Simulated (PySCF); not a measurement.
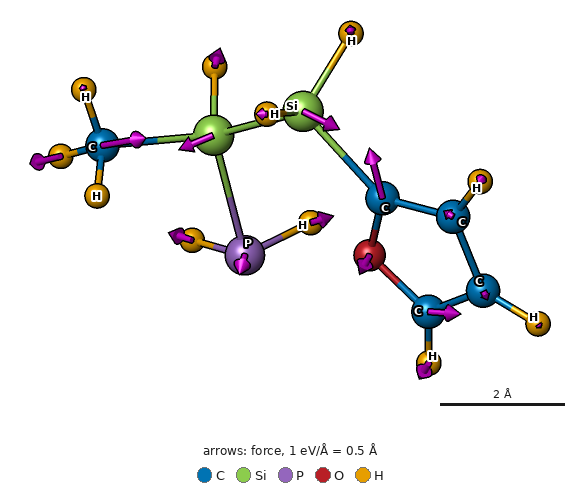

Starting geometry of C$_{5}$H$_{11}$OPSi$_{2}$ with the computed forces as purple arrows. The picture is a ball-and-stick view, seen from a free direction.

The start comes from GFN2-xTB. Its atoms were then displaced at random by about 0.01 Å.

Level of theory: PBE0-D3(BJ)/def2-SVP geometry optimisation, gas phase in PySCF. 

What follows when this structure is relaxed?

Answer. It isn't relaxed: the largest force vector, on a C atom, is 2.18 eV/Å. The final displacements have little in common with the starting forces (cosine between the two patterns 0.00). The largest move after the best rigid fit is that of an H atom, 1.58 Å. By element the largest moves are H 1.58 Å, Si 0.89 Å, O 0.76 Å, P 0.73 Å, C 0.71 Å. Near-neighbour distances that change, for instance: O–P 2.680 → 3.499 Å, C–H 1.054 → 1.101 Å, Si–Si 2.302 → 2.346 Å, C–Si 1.913 → 1.870 Å. Bond angles that change, for instance: Si–Si–H 116.1° → 109.1°, Si–Si–H 117.1° → 112.2°, P–Si–Si 110.2° → 105.9°. Groups turn about C–Si by about 55°, Si–Si by about 45°. The energy falls by 41.0 kJ/mol in 26 geometry steps. Cost: 8.5 min on 1 thread of Arm Neoverse V2, on a shared host.
